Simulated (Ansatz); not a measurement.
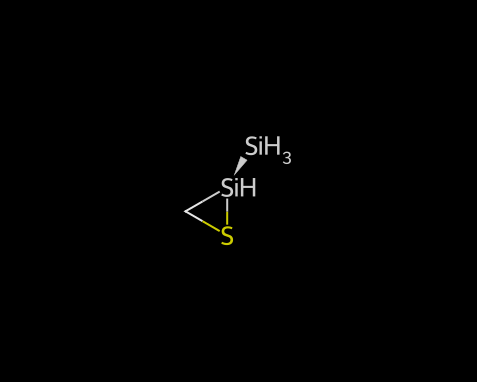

Skeletal drawing of a molecule.

**Transcribe the drawing into SMILES.**

[SiH3][Si@@H]1CS1

**What is the molecular formula?**

CH6SSi2.

**An optimisation with PBE0-D4/def2-TZVP gave a structure of which point group?**

C1.

The parts below concern this one geometry. Atoms keep their numbers from picture to picture. Computed geometry: PBE0-D4/def2-TZVP optimisation.

**Charges**

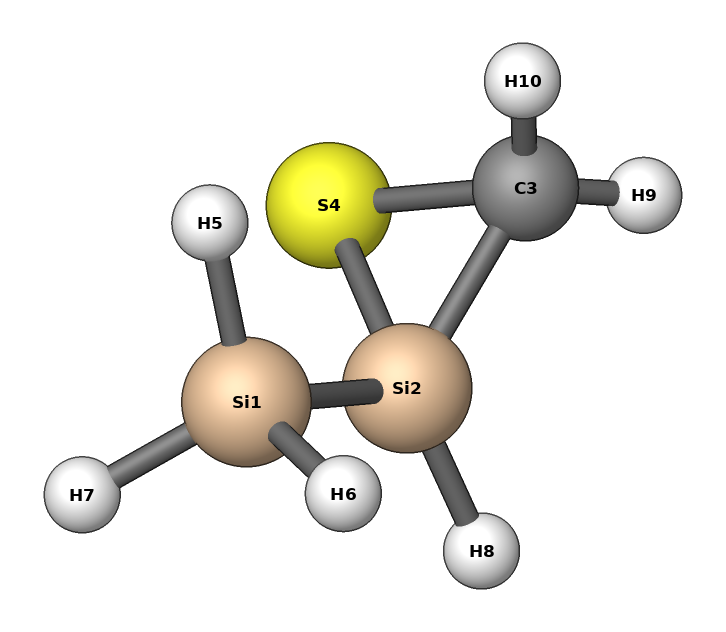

The questions are on Mulliken charges. Level of theory: RKS r2SCAN-D4/def2-TZVPP (Ansatz 0.2.0).

**Which atom carries the highest charge (most positive or least negative)?**

Si2 (0.28 e).

**And the lowest?**

S4 (−0.24 e).

Give the Mulliken charges atom by atom.

```json
{"atom": "Si1", "value (e)": "0.19"}
{"atom": "Si2", "value (e)": "0.28"}
{"atom": "C3", "value (e)": "−0.17"}
{"atom": "S4", "value (e)": "−0.24"}
{"atom": "H5", "value (e)": "−0.05"}
{"atom": "H6", "value (e)": "−0.06"}
{"atom": "H7", "value (e)": "−0.05"}
{"atom": "H8", "value (e)": "−0.08"}
{"atom": "H9", "value (e)": "0.10"}
{"atom": "H10", "value (e)": "0.09"}
```

**Electronic properties**

Level of theory: RKS r2SCANh-D4/def2-TZVPP (Ansatz 0.2.0).

**Estimate the HOMO–LUMO gap.**

5.22 eV.

**Estimate the dispersion correction.**

−6.4 kJ/mol.

**What is the HOMO energy (Kohn–Sham orbital)?**

−6.37 eV.

**Thermal motion**

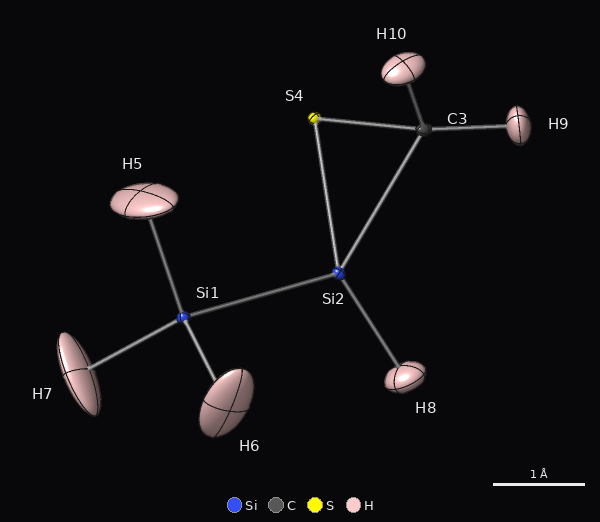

Displacement ellipsoids at the 50 % level, from the internal vibrations of the free molecule (harmonic, no overall translation or rotation; no half-axis is drawn under 0.075 Å). Vibrations computed with RKS PBE0-D4/def2-TZVP (Ansatz 0.2.0). Temperature: 100 K.

**Which atom moves most?**

H7, with U_eq = 0.0491 Å².

**Does H7 move more along its bond or across it?**

Across it: the root-mean-square amplitude is 0.089 Å along the bond and up to 0.327 Å across, since bending and torsion are softer than stretching.

Give the displacement parameters, one line for each set of equivalent atoms.

```json
{"atom": "Si1", "U_eq (Å²)": "0.0012", "rms amplitudes (Å)": "0.019, 0.026, 0.050"}
{"atom": "Si2", "U_eq (Å²)": "0.0017", "rms amplitudes (Å)": "0.026, 0.041, 0.052"}
{"atom": "C3", "U_eq (Å²)": "0.0028", "rms amplitudes (Å)": "0.037, 0.042, 0.072"}
{"atom": "S4", "U_eq (Å²)": "0.0012", "rms amplitudes (Å)": "0.019, 0.022, 0.053"}
{"atom": "H5", "U_eq (Å²)": "0.0472", "rms amplitudes (Å)": "0.088, 0.198, 0.308"}
{"atom": "H6", "U_eq (Å²)": "0.0471", "rms amplitudes (Å)": "0.095, 0.180, 0.316"}
{"atom": "H7", "U_eq (Å²)": "0.0491", "rms amplitudes (Å)": "0.089, 0.180, 0.327"}
{"atom": "H8", "U_eq (Å²)": "0.0199", "rms amplitudes (Å)": "0.097, 0.153, 0.164"}
{"atom": "H9", "U_eq (Å²)": "0.0175", "rms amplitudes (Å)": "0.090, 0.143, 0.155"}
{"atom": "H10", "U_eq (Å²)": "0.0181", "rms amplitudes (Å)": "0.084, 0.132, 0.173"}
```

Mulliken values depend strongly on the basis set and can even reverse the polarity of a bond.
